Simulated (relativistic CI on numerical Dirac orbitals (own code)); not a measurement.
## Relativistic CI calculation for Ce⁴⁺

System: Ce⁴⁺.
Method: Dirac-Coulomb-Breit CI, KLI orbitals optimised for each configuration, model QED (radiative potential, 1s self-energy scaled to tabulated hydrogen-like ionisation energies), valence Slater integrals scaled by 0.8, multiplet model of core-to-valence dipole absorption in a parametric crystal field (relativistic CI on numerical Dirac orbitals, in-house).

**The input**
```
atom Ce  Z=58  charge=4  electrons=54
nucleus A=140  rms_radius_fm=4.8771
hamiltonian dirac-coulomb  breit=on  qed=on  c_scale=1
orbitals kli  potential=per-configuration
slater_scale 0.8
correlation none
mixing on
configurations
  [Kr] 4d10 5s2 5p6
  [Ar] 3d9 4s2 4p6 4d10 4f 5s2 5p6
end
absorption M4,5 T=80 lorentz=0.6 gauss=0.4
crystal_field D4h B20=-580 B40=-360 B44=-1420 B60=290 B64=-530
```

The program writes its results to a structured record and prints no log; tables and figures of this report are taken from that record.

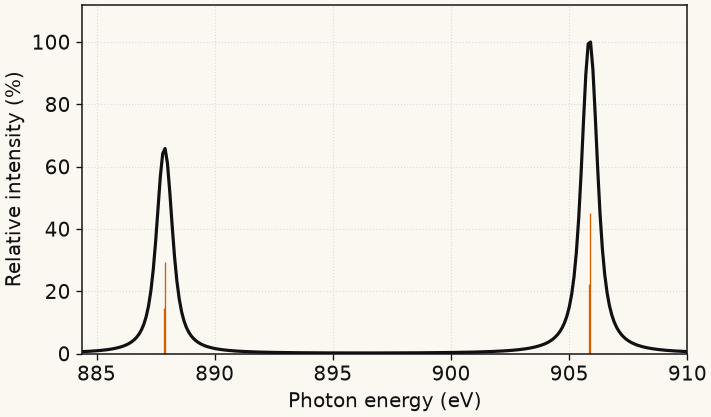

**Figure 1.** M₄,₅ X-ray absorption of Ce⁴⁺, [Xe], in a field of D4h symmetry with B20 = −580, B40 = −360, B44 = −1,420, B60 = 290, B64 = −530 cm⁻¹ (Wybourne parameters). Sticks are the strongest transitions, on a scale of their own. Multiplet model: relativistic Dirac–Coulomb–Breit theory, one configuration a step, Slater integrals scaled by 0.8, 80 K, Voigt broadening (Lorentzian 0.6 eV, Gaussian 0.4 eV full widths), computed with a radial Dirac CI code. The main maxima lie at 887.9 eV (66) and 905.9 eV (100), heights in % of the largest; the centroid is at 898.7 eV. The lower edge holds 0.40 of the intensity (branching ratio, edges parted at 896 eV), and the core spin-orbit splitting of the orbitals is 19.3 eV. The ground state has S = 0.00.

**Summary**

| quantity | value |
| --- | --- |
| outcome | converged |
| hardware | 1 CPU thread, shared host |

**Remarks**

To bear in mind: free-ion energies, so absolute edge positions are off by a few eV from solids.
